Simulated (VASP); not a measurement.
Band structure of NiSi$_{2}$ (fluorite). Computed with optB86b-vdW, VASP's PBE PAW potentials (set 64) (plane waves; VASP).

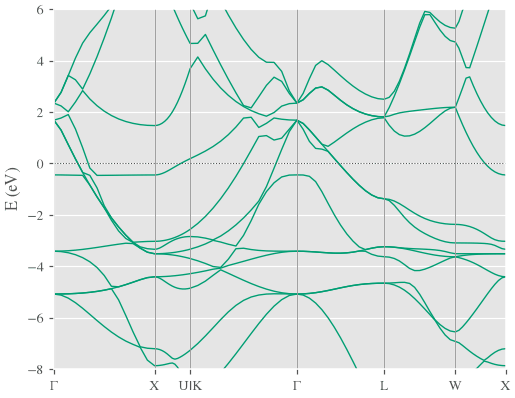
*Bands along high-symmetry lines, zero at the valence-band maximum or, without a gap, the Fermi level*

Question: Read the plot: is there a gap, and where are the band edges?

Answer: It has no gap at this level: it comes out as a metal or semimetal. (Edges off the drawn lines would not show.)

The compound is NiSi2 in the fluorite structure. It was relaxed first. The run is not spin-polarised, so no magnetic state was tried.
